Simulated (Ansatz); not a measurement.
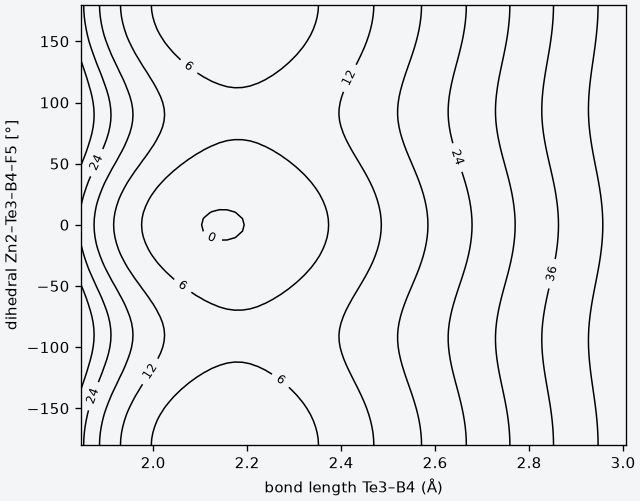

Energy landscape of CH4BFTeZn, SMILES [CH3][Zn][Te]BF. 
- First axis: bond length Te3–B4. Second axis: dihedral Zn2–Te3–B4–F5.
- Nothing is relaxed (all other coordinates rigid).
- The scan uses an 11 × 12 grid.
- Points are written as (first, second).
- Energies: kcal/mol, counted from the lowest grid point.
- These are results of RKS PBE0-D4/def2-SVP (Ansatz), not measurements.

Drawn: contour lines labelled in kcal/mol. Between grid points the surface is interpolated. 

### Where are the wells?

The lowest grid point is at (2.194 Å, 0°). There is a further well near (2.194 Å, −180°) (1.2 kcal/mol above the lowest at that grid point). The highest grid point, (3.006 Å, 90°), lies 46.7 kcal/mol above the lowest. On the interpolated surface the easiest way out of the lowest well to the well at about (2.16 Å, −180°) passes a barrier of about 7.3 kcal/mol, counted from the interpolated bottom of the well. Round the minimum the two coordinates are nearly uncoupled.

Grid values (kcal/mol):

```tsv
dihedral Zn2–Te3–B4–F5 ↓, bond length Te3–B4 →	1.847	1.963	2.078	2.194	2.310	2.426	2.542	2.658	2.774	2.890	3.006
150	27.3	10.6	3.5	2.5	5.4	10.5	16.9	24.0	31.4	38.8	45.9
120	32.4	14.8	7.0	5.4	7.7	12.4	18.4	25.2	32.4	39.5	46.5
90	35.5	17.3	9.0	6.9	8.9	13.3	19.2	25.8	32.8	39.8	46.7
60	32.2	14.6	6.8	5.1	7.4	12.1	18.1	24.9	32.1	39.2	46.2
30	26.0	9.5	2.6	1.7	4.6	9.8	16.3	23.4	30.8	38.2	45.4
0	23.0	7.0	0.5	0.0	3.2	8.7	15.4	22.7	30.2	37.8	45.0
−30	25.9	9.5	2.6	1.7	4.6	9.8	16.3	23.4	30.8	38.2	45.4
−60	32.2	14.6	6.8	5.1	7.4	12.1	18.1	24.9	32.1	39.2	46.2
−90	35.5	17.3	9.0	6.9	8.9	13.3	19.2	25.8	32.8	39.8	46.7
−120	32.4	14.8	7.0	5.4	7.7	12.4	18.4	25.2	32.4	39.5	46.5
−150	27.3	10.6	3.5	2.5	5.4	10.5	16.9	24.0	31.4	38.8	45.9
−180	25.0	8.7	1.9	1.2	4.3	9.6	16.2	23.5	31.0	38.4	45.6
```

The input of one point:

```yaml
crystal:
  periodic: [false, false, false]
  atoms:
    - { symbol: C, position_ang: [-0.754933, -1.349854, -1.550291] }
    - { symbol: Zn, position_ang: [0.410892, -0.740125, -0.119263] }
    - { symbol: Te, position_ang: [1.928721, 0.033302, 1.729547] }
    - { symbol: B, position_ang: [0.700316, 1.848494, 1.828228] }
    - { symbol: F, position_ang: [-0.340344, 2.010406, 1.012894] }
    - { symbol: H, position_ang: [-0.353317, -2.260089, -2.022588] }
    - { symbol: H, position_ang: [-1.760619, -1.578485, -1.164344] }
    - { symbol: H, position_ang: [-0.854244, -0.575465, -2.326906] }
    - { symbol: H, position_ang: [0.944826, 2.728074, 2.619058] }
basis:
  gaussian: { orbitals: def2-SVP }
hamiltonian:
  xc: pbe0
  dispersion: d4
output:
  forces: true
```

Time for the 132 points that were run: 37 min on 1 thread of Arm Neoverse N1, with other jobs on the host.
